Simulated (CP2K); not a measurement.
Consider 2-aminopyridine at its PBE geometry (Å).

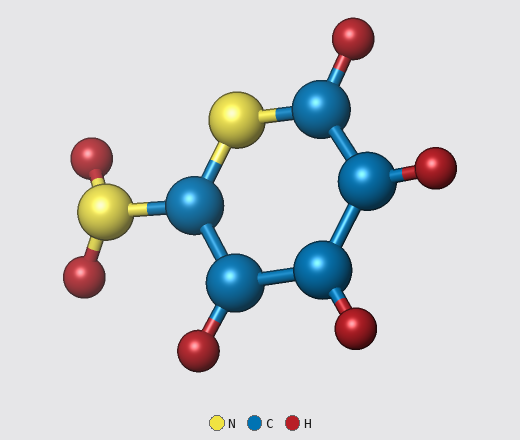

The molecule (nitrogen yellow, carbon blue, hydrogen red).

```xyz
13

N     2.3062   -0.2324    0.2188
C     0.9302   -0.1542    0.0749
C     0.2419    1.0725    0.2016
C    -1.1429    1.0658    0.1021
C    -1.8139   -0.1462   -0.1094
C    -1.0422   -1.3029   -0.2191
N     0.2994   -1.3257   -0.1394
H     2.7023   -1.1050   -0.1189
H     2.8450    0.5953   -0.0097
H     0.7904    1.9983    0.3784
H    -1.6985    1.9998    0.1924
H    -2.8986   -0.1926   -0.1869
H    -1.5193   -2.2727   -0.3848
```

Method: CP2K XAS_TDP, all-electron GAPW, PBEh(45%), aug-cc-pVDZ, TDA, GW2X-corrected core level, no relativity.

Predict the bright core excitations at the C K edge.

Leading lines: C2 288.77 eV, C3 287.15 eV, C4 287.07 eV, C5 287.46 eV and C6 287.46 eV. The leading line of an atom is its first one with 35 % of the strongest within 2.5 eV of its lowest line over the strength cut. Core ionisation energies at this level: C4 292.36, C5 291.58, C6 292.66, C2 293.76 and C3 291.73 eV.

The first six lines of each atom with a strength over 0.0015:

| atom | energy (eV) | states | strength, one atom | above the computed threshold |
| --- | --- | --- | --- | --- |
| C2 (bonded to C and 2 N) | 288.77 | 1 | 0.0639 |  |
|  | 292.74 | 1 | 0.0022 |  |
|  | 293.53 | 1 | 0.0019 |  |
|  | 293.84 | 1 | 0.0015 | yes |
|  | 294.52 | 1 | 0.0044 | yes |
|  | 294.72 | 1 | 0.0016 | yes |
| C3 (bonded to 2 C and H) | 287.15 | 1 | 0.0414 |  |
|  | 288.92 | 1 | 0.0026 |  |
|  | 289.69 | 1 | 0.0109 |  |
|  | 290.88 | 1 | 0.0039 |  |
|  | 291.44 | 1 | 0.0023 |  |
|  | 291.48 | 1 | 0.0025 |  |
| C4 (bonded to 2 C and H) | 287.07 | 1 | 0.0546 |  |
|  | 290.35 | 1 | 0.0111 |  |
|  | 292.06 | 1 | 0.0017 |  |
|  | 292.16 | 1 | 0.0020 |  |
|  | 292.29 | 1 | 0.0028 |  |
|  | 293.12 | 1 | 0.0037 | yes |
| C5 (bonded to 2 C and H) | 287.46 | 1 | 0.0477 |  |
|  | 289.69 | 1 | 0.0098 |  |
|  | 290.60 | 1 | 0.0017 |  |
|  | 291.21 | 1 | 0.0017 |  |
|  | 291.39 | 1 | 0.0020 |  |
|  | 291.45 | 1 | 0.0024 |  |
| C6 (bonded to C, N and H) | 287.46 | 1 | 0.0557 |  |
|  | 290.92 | 1 | 0.0106 |  |
|  | 291.66 | 1 | 0.0020 |  |
|  | 292.56 | 1 | 0.0033 |  |
|  | 292.69 | 1 | 0.0017 | yes |
|  | 293.47 | 1 | 0.0019 | yes |

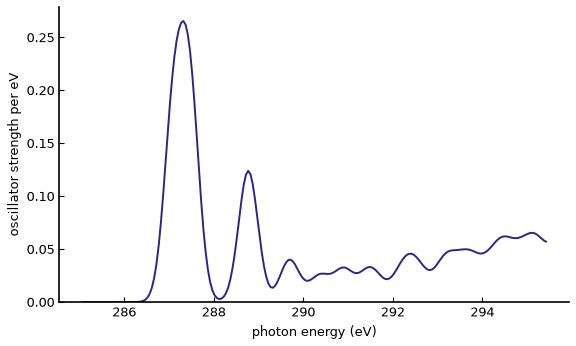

All atoms added, broadened by 0.5 eV.

Lines are vertical, at one geometry, with no vibrational structure. GW2X ionisation energies and lines can be off by 1 to 2 eV either way, and a good line position may hide errors that cancel. These values hold no scalar relativity, about 0.1 eV for C 1s. Rydberg lines, and the discretised continuum above threshold, depend on the basis and the box.

[Banner, clock and machine lines of the logs are left out without a mark of their own.]

[Logs are printed without paths, hosts, clocks, repeated set-up lines and the standing remarks that a program may print on its own settings, such as how far it seeks lower states.]

[Hosts, paths, dates, database ids (printed as entryN), source tags and the programs' standing remarks are cut or masked in the printed files.]
